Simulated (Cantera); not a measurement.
A closed system holds: 1 mol Si₂Cl₆, 1.9 mol N₂, 51 mol H₂, held at 40.0 Pa.

Equilibrium computed with Cantera from the NASA thermochemical tables; the gas is ideal and each condensed phase is pure. Candidate condensed phases: NH₄Cl, Si, Si₃N₄; 28 gas species. The feed counts by its element totals alone. N₂ is the only nitrogen source here; it is nearly inert below about 1500 K, so the nitride shown seldom forms there in practice. The tables' values for SiCl, SiCl₃ are old estimates; treat these amounts as uncertain. Gases not in the tables: Si₂H₆ and higher silanes. Rates play no part.

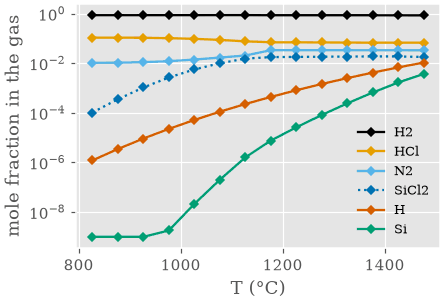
Equilibrium gas composition (values under 1e-9 drawn at 1e-9)

### Question
Read off the mole fractions at 1227 °C.

### Answer
H₂ about 0.88, HCl about 0.071, N₂ about 0.034, SiCl₂ about 0.018, H about 0.00082, Si about 2.6e-5.
